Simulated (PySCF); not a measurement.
CH6Se2Si, SMILES [SeH]C[SiH2][SeH] at its PBE/def2-SVP optimised geometry (Å):

```
10

Se     1.8956     0.1436    -1.6092
C      1.1428    -0.7302     0.0000
Si    -0.7588    -0.7302     0.0000
Se    -1.5606     1.4199     0.0000
H      1.2136    -0.7629    -2.5718
H      1.5215    -0.1266     0.8496
H      1.5606    -1.7536     0.0939
H     -1.2163    -1.5184    -1.2007
H     -1.3087    -1.3765     1.2443
H     -0.5975     1.7536    -1.0913
```

Computed with PBE/def2-TZVP in PySCF 2.14.0. Cells within 0.4 Å of a nucleus heavier than hydrogen are left out (blank, or x).

Map of the log10 of the electron density (e/bohr³), floored at −4 on the plane z = 0.0 Å:

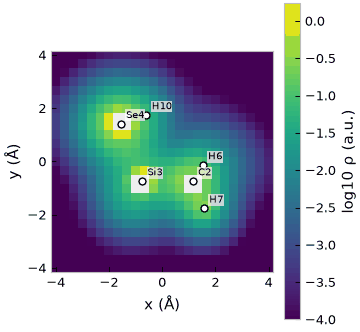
Fig. 1. Log10 of the electron density (e/bohr³), floored at −4 on the plane z = 0.0 Å.
